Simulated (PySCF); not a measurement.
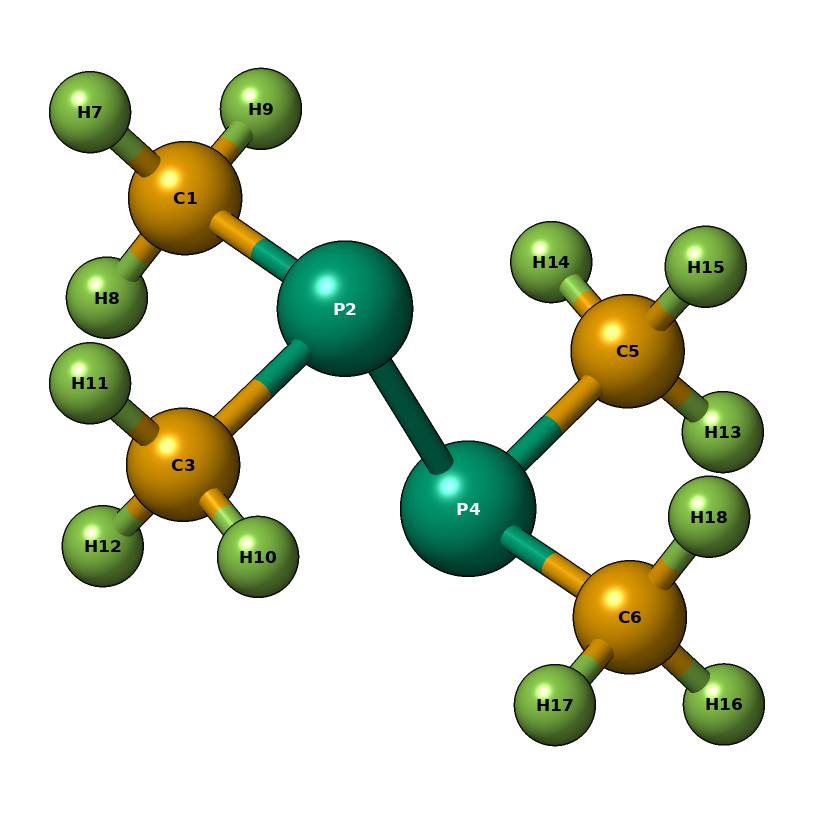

Every bond is drawn as one stick. The geometry was computed by an optimisation with PBE0-D3(BJ)/def2-TZVP. No frequency run is at hand to confirm it as a minimum. Computed with PBE0/pcSseg-2 (PySCF 2.14.0).

List the Mayer bond orders of P2–P4, C1–P2, P2–C3, C1–H7, C1–H9, C1–H8, C3–H11, C3–H10, C3–H12 (one bond of each equivalent set). Atoms whose distances differ by more than 0.02 Å in this geometry are listed apart.

| bond | Mayer order | length (Å) |
| --- | --- | --- |
| P2–P4 | 0.94 | 2.209 |
| C1–P2 | 0.90 | 1.845 |
| P2–C3 | 0.90 | 1.845 |
| C1–H7 | 0.98 | 1.093 |
| C1–H9 | 0.99 | 1.091 |
| C1–H8 | 0.98 | 1.093 |
| C3–H11 | 0.98 | 1.093 |
| C3–H10 | 0.99 | 1.092 |
| C3–H12 | 0.98 | 1.093 |
